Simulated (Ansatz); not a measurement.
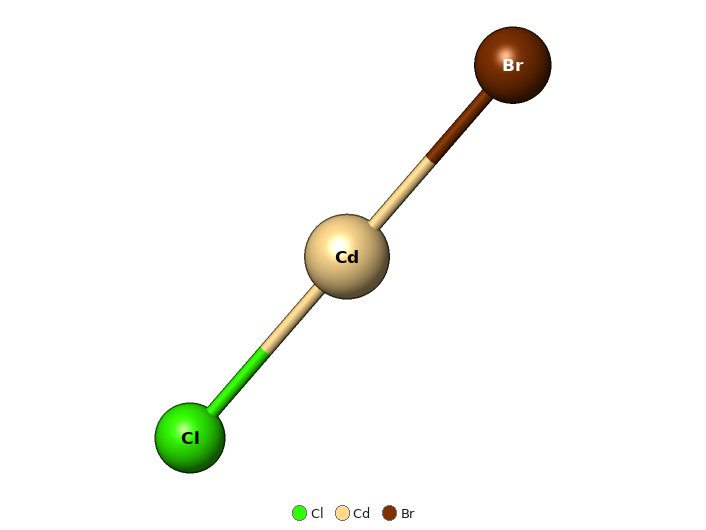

The species is neutral and a spin singlet. The computed structure is the end point of a PBE0-D4/def2-TZVP optimisation.

Question. What is the coordination number of the metal, and which atoms bind to it?

Answer. Cd binds 2 atoms: 1 Cl at 2.27 Å, 1 Br at 2.40 Å. The arrangement is linear.

Question. Give the formal oxidation state and the d-electron count.

Answer. Cd(II), d¹⁰, counting the ligands as closed-shell ions or neutral donors.
